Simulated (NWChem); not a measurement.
# quartet C2H3O2 at 4 levels

Aim: a comparison of 4 runs (UHF/STO-3G, UHF/3-21G, UB3LYP/6-31G*) of quartet C2H3O2. 

The calculation is run with NWChem 7.3.0.

69 further runs of the same task are left out: 69 set aside as unsound or not needed.

## 1. The system as given

C2H3O2: 7 atoms, total charge 0, spin state quartet. As SMILES of the parent species, `CC([O])=O`. The coordinates come from a PBE0-D4/def2-TZVP relaxation. That shape belongs to the parent species and isn't relaxed for this state.

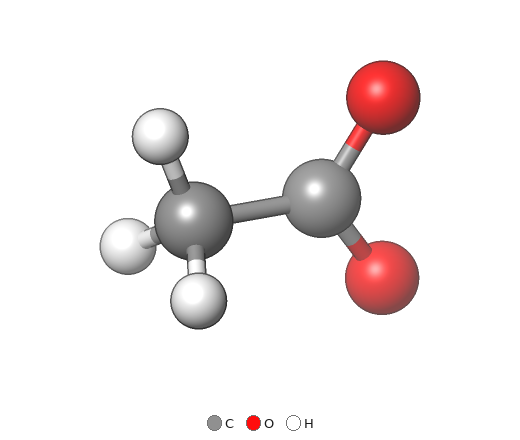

Viewed from a chosen angle; carbon grey, oxygen red, hydrogen white.

## 2. The energy at UHF/STO-3G (run 1)

The input, run.py:

```python
from ase import Atoms
from ase.calculators.nwchem import NWChem

mol = Atoms(['C', 'C', 'O', 'O', 'H', 'H', 'H'], positions=[
    [-0.205800, 0.612400, -0.181600],
    [0.251400, -0.748200, 0.190400],
    [1.053300, -0.992800, 1.119400],
    [-0.108400, -1.799900, -0.380000],
    [-0.923800, 0.559300, -0.999400],
    [-0.661900, 1.090200, 0.687400],
    [0.656400, 1.210900, -0.481900],
])

calc = NWChem(
    label='test',
    theory='scf',
    memory='2200 mb',
    basis='STO-3G',
    basispar='spherical bse',
    scf={'nopen': '3', 'uhf': None, 'thresh': '1e-08', 'maxiter': '80'},
    task='energy',
)
mol.calc = calc

print("Total energy (eV):", round(mol.get_potential_energy(), 6))
```

Command:

```sh
$ export ASE_NWCHEM_COMMAND="nwchem PREFIX.nwi > PREFIX.nwo"
$ python run.py
```

Standard output:

```text
Total energy (eV): -6097.579307
```

The calculator wrote test.nwi:

```
title "test"

permanent_dir test

scratch_dir test

start test

geometry units angstrom nocenter noautosym noautoz
  C  -2.0580000000000001e-01 6.1240000000000006e-01 -1.8160000000000001e-01
  C  2.5140000000000001e-01 -7.4819999999999998e-01 1.9040000000000001e-01
  O  1.0532999999999999e+00 -9.9280000000000002e-01 1.1194000000000000e+00
  O  -1.0840000000000000e-01 -1.7999000000000001e+00 -3.8000000000000000e-01
  H  -9.2379999999999995e-01 5.5930000000000002e-01 -9.9939999999999996e-01
  H  -6.6190000000000004e-01 1.0902000000000001e+00 6.8740000000000001e-01
  H  6.5639999999999998e-01 1.2109000000000001e+00 -4.8190000000000000e-01
end

memory 2200 mb

basis spherical bse noprint
   * library STO-3G
end

scf
  nopen 3
  uhf
  thresh 1e-08
  maxiter 80
end

task scf energy
```

test.nwo:

```text
Northwest Computational Chemistry Package (NWChem) 7.3.0
             --------------------------------------------------------

           Job information
           ---------------

    nwchem branch   = 7.3.0
    use scalapack   = T
    input           = test.nwi
    prefix          = test.
    data base       = test/test.db
    status          = startup
    nproc           =        1

           Memory information
           ------------------

[... 5 lines left out ...]
    hardfail = no
[... 40 lines left out ...]
            Nuclear Dipole moment (a.u.)
[... 87 lines left out ...]
 2-e energy   =     197.516448
[... 20 lines left out ...]
  ga_iter_lsolve: convergence stagnant ... aborting solve
[... 7 lines left out ...]
      One electron energy =   -533.574809273565
[... 9 lines left out ...]
          Final alpha eigenvalues
[... 211 lines left out ...]
                     UHF Final Beta Molecular Orbital Analysis
[... 215 lines left out ...]
       Multipole analysis of the density wrt the origin
       ------------------------------------------------

     L   x y z        total         alpha         beta         nuclear
     -   - - -        -----         -----         ----         -------
     0   0 0 0     -0.000000    -17.000000    -14.000000     31.000000

     1   1 0 0     -0.187396     -7.770518     -5.462602     13.045723
[... 8 lines of this table left out ...]
     2   0 0 2    -16.135954    -35.495722    -28.130323     47.490091

 Task  times  cpu:        1.6s     wall:        1.6s
 Total times  cpu:        1.7s     wall:        1.7s
```

It took 2.9 s on 1 thread of Intel Xeon Platinum 8488C (Sapphire Rapids), shared host; peak memory 0.096 GiB.

## 3. A single-point energy at UHF/3-21G (run 2)

The input, mymol.nw:

```
start mymol
title "C2H3O2 hf"
memory stack 880 mb heap 220 mb global 1100 mb
charge 0

geometry units angstrom noautosym nocenter noautoz
C     -0.205800     0.612400    -0.181600
C      0.251400    -0.748200     0.190400
O      1.053300    -0.992800     1.119400
O     -0.108400    -1.799900    -0.380000
H     -0.923800     0.559300    -0.999400
H     -0.661900     1.090200     0.687400
H      0.656400     1.210900    -0.481900
end

basis "ao basis" spherical bse
* library 3-21G
end

scf
quartet
uhf
thresh 1e-08
maxiter 80
noprint "final vectors analysis"
end

task scf energy
```

Command:

```sh
$ nwchem mymol.nw > mymol.out
```

Standard output:

```text
[...]
  functions       =    42
[...]
  wavefunction    = UHF
[...]
         Total SCF energy =   -225.753732274661
      One electron energy =   -533.789169325696
      Two electron energy =    194.283542600362
 Nuclear repulsion energy =    113.751894450673
                       Sz =      1.5000
                 Sz(Sz+1) =      3.7500
                      S^2 =      3.7629
[...]
```

Run time: 4.2 s. Hardware: 1 thread of Intel Xeon Platinum 8488C (Sapphire Rapids), shared host; peak memory 0.094 GiB.

Run 3 isn't shown in full; the table further down has it.

## 4. The energy at UB3LYP/6-31G(d) (spherical functions) (run 4)

The input, run.py:

```python
from ase import Atoms
from ase.calculators.nwchem import NWChem

atoms = Atoms(['C', 'C', 'O', 'O', 'H', 'H', 'H'], positions=[
    [-0.205800, 0.612400, -0.181600],
    [0.251400, -0.748200, 0.190400],
    [1.053300, -0.992800, 1.119400],
    [-0.108400, -1.799900, -0.380000],
    [-0.923800, 0.559300, -0.999400],
    [-0.661900, 1.090200, 0.687400],
    [0.656400, 1.210900, -0.481900],
])

calc = NWChem(
    label='c2h3o2',
    theory='dft',
    memory='2200 mb',
    basis='6-31G*',
    basispar='spherical bse',
    dft={'xc': 'b3lyp', 'mult': '4', 'grid': 'xfine', 'convergence': 'energy 1e-08', 'iterations': '100', 'mulliken': None},
    task='energy',
)
atoms.calc = calc

print(f"energy = {atoms.get_potential_energy():.6f} eV")
```

Command:

```sh
$ export ASE_NWCHEM_COMMAND="nwchem PREFIX.nwi > PREFIX.nwo"
$ python run.py
```

Standard output:

```text
energy = -6209.615600 eV
```

The calculator wrote c2h3o2.nwi:

```
title "c2h3o2"

permanent_dir c2h3o2

scratch_dir c2h3o2

start c2h3o2

geometry units angstrom nocenter noautosym noautoz
  C  -2.0580000000000001e-01 6.1240000000000006e-01 -1.8160000000000001e-01
  C  2.5140000000000001e-01 -7.4819999999999998e-01 1.9040000000000001e-01
  O  1.0532999999999999e+00 -9.9280000000000002e-01 1.1194000000000000e+00
  O  -1.0840000000000000e-01 -1.7999000000000001e+00 -3.8000000000000000e-01
  H  -9.2379999999999995e-01 5.5930000000000002e-01 -9.9939999999999996e-01
  H  -6.6190000000000004e-01 1.0902000000000001e+00 6.8740000000000001e-01
  H  6.5639999999999998e-01 1.2109000000000001e+00 -4.8190000000000000e-01
end

memory 2200 mb

basis spherical bse noprint
   * library 6-31G*
end

dft
  xc b3lyp
  mult 4
  grid xfine
  convergence energy 1e-08
  iterations 100
  mulliken
end

task dft energy
```

c2h3o2.nwo:

```text
Northwest Computational Chemistry Package (NWChem) 7.3.0
             --------------------------------------------------------

           Job information
           ---------------

    nwchem branch   = 7.3.0
    use scalapack   = T
    input           = c2h3o2.nwi
    prefix          = c2h3o2.
    data base       = c2h3o2/c2h3o2.db
    status          = startup
    nproc           =        1

           Memory information
           ------------------

[... 5 lines left out ...]
    hardfail = no
[... 40 lines left out ...]
            Nuclear Dipole moment (a.u.)
[... 84 lines left out ...]
          Convergence on density requested:  1.00D-05
[... 27 lines left out ...]
          Convergence aids based upon iterative change in
[... 29 lines left out ...]
 2-e energy   =     192.544097
[... 65 lines left out ...]
           Coulomb energy =      223.292618106470
[... 446 lines left out ...]
                     DFT Final Beta Molecular Orbital Analysis
[... 538 lines left out ...]
     Multipole analysis of the density
     ---------------------------------

     L   x y z        total         alpha         beta         nuclear
     -   - - -        -----         -----         ----         -------
     0   0 0 0     -0.000000    -17.000000    -14.000000     31.000000

     1   1 0 0     -0.261486     -7.697832     -5.609377     13.045723
[... 8 lines of this table left out ...]
     2   0 0 2    -17.479988    -36.186002    -28.784077     47.490091

 Task  times  cpu:       35.0s     wall:       35.0s
 Total times  cpu:       35.1s     wall:       35.1s
```

Wall time 36 s (1 thread of Intel Xeon Platinum 8488C (Sapphire Rapids), shared host); peak memory 0.13 GiB.

## 5. The series

```csv
run,level,Cartesian functions,iteration cap,energy (Eh),dipole moment (D),⟨S²⟩,wall time
1,UHF/STO-3G,no,80,-224.081908,1.44,3.756,2.9 s
2,UHF/3-21G,no,80,-225.753732,2.19,3.763,4.2 s
3,UB3LYP/6-31G* (Cartesian functions),yes,100,-228.202990,–,3.756,40 s
4,UB3LYP/6-31G* (spherical functions),no,100,-228.199166,1.94,3.756,36 s
```

## 6. Outcome

```
                                 quantity          value
                      run 4: total energy  -228.19917 Eh
                     run 4: dipole moment         1.94 D
run 4: HOMO energy (highest over α and β)       -2.39 eV
                              run 4: ⟨S²⟩          3.756
```

**Reading.** Over runs 1, 2, 4 the dipole moment (its size) runs from 1.44 D (UHF/STO-3G) to 2.19 D (UHF/3-21G). In run 1 the basis is minimal, so the values are rough. All runs together took 84 s, the longest 40 s.
